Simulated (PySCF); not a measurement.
# C2H10O2Si2: what the fields show

Input file:

```
{"job": {"kind": "nmr", "xc": "PBE0", "basis": "pcSseg-1"}, "charge": 0, "multiplicity": 1}
C     -3.042082    -0.077588     0.023294
O     -1.702499    -0.435165     0.186350
Si    -0.387768     0.319977    -0.419077
O     -0.382189     1.919661    -0.070640
Si     1.240233    -0.942319     0.583773
C      2.943015    -0.157826     0.263081
H     -3.396567    -0.376103    -0.966230
H     -3.628139    -0.593030     0.785539
H     -3.177849     1.001622     0.129564
H     -0.468772     0.474667    -1.873108
H     -0.317973     2.253095     0.820183
H      1.291873    -2.320619     0.070915
H      1.127298    -1.074932     2.051856
H      3.739204    -0.744015     0.710471
H      3.148693    -0.084871    -0.800925
H      3.005922     0.846392     0.673171
```

Command:

```sh
OMP_NUM_THREADS=1 python probes_run.py task.json out
```

Geometry: GFN2-xTB.

Computed with PySCF, PBE0/pcSseg-1, SCF density, gas phase, non-relativistic.

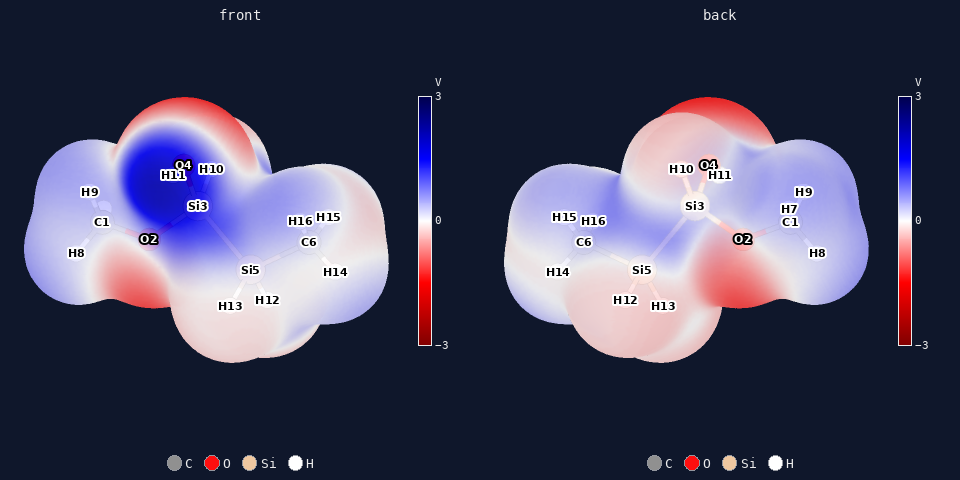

Figure 1. The molecular electrostatic potential painted on the density surface at 0.001 e/bohr³, seen from the front and from behind; the colour scale runs from red (negative) to blue (positive).

Which sites attract a positive test charge, and which a negative one?

A positive charge is drawn to the negative regions and a negative charge to the positive ones. The most negative region (about −1.2 V, or −28 kcal/mol for a unit charge) lies over O4, the most positive (about +2.0 V, or +46 kcal/mol for a unit charge) over H11. O4 is the likeliest acceptor of a hydrogen bond.

What dipole moment does the calculation give?

Its dipole moment is 1.27 D.

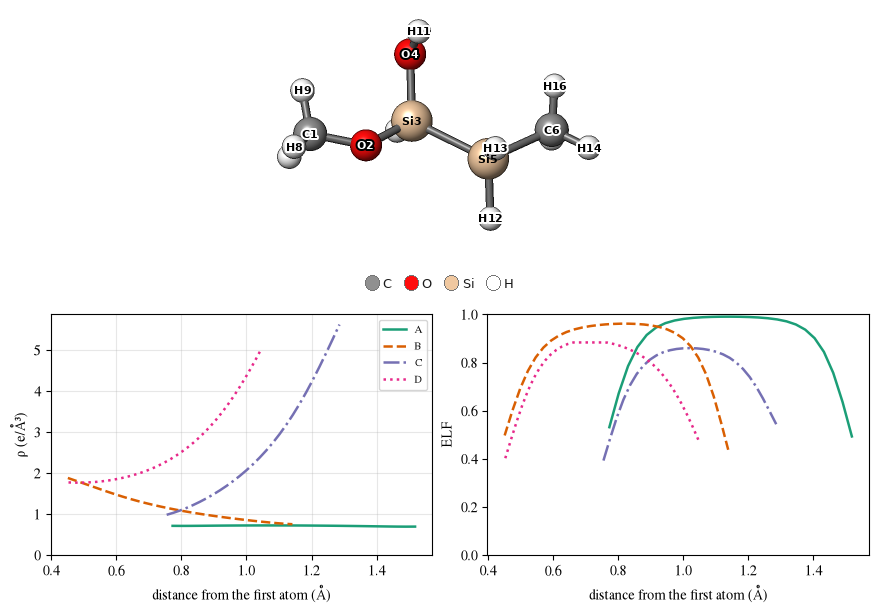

Figure 2. Total electron density and ELF along straight lines between neighbouring atoms. The curves leave out the atomic cores. The structure is drawn too.

Which curve belongs to which contact (C–O, C–Si, Si–O and Si–Si)? The first atom named is at distance zero.

Curve A: Si–Si (2.29 Å): the density is about 0.72 e/Å³ at the midpoint; the ELF peaks at about 1 between the atoms; a covalent bond. Curve B: C–Si (1.90 Å): ρ at the midpoint is about 0.9 e/Å³; the ELF peaks at about 0.95 between the atoms: a shared electron pair. Curve C: Si–O (1.63 Å): ρ at the midpoint is about 1.2 e/Å³; the ELF peaks at about 0.85 between the atoms; a polar covalent bond. Curve D: C–O (1.40 Å): ρ is about 2.1 e/Å³ halfway, with its minimum of 1.8 e/Å³ about 0.5 Å from C; the ELF peaks at about 0.90 between the atoms (a polar covalent bond).
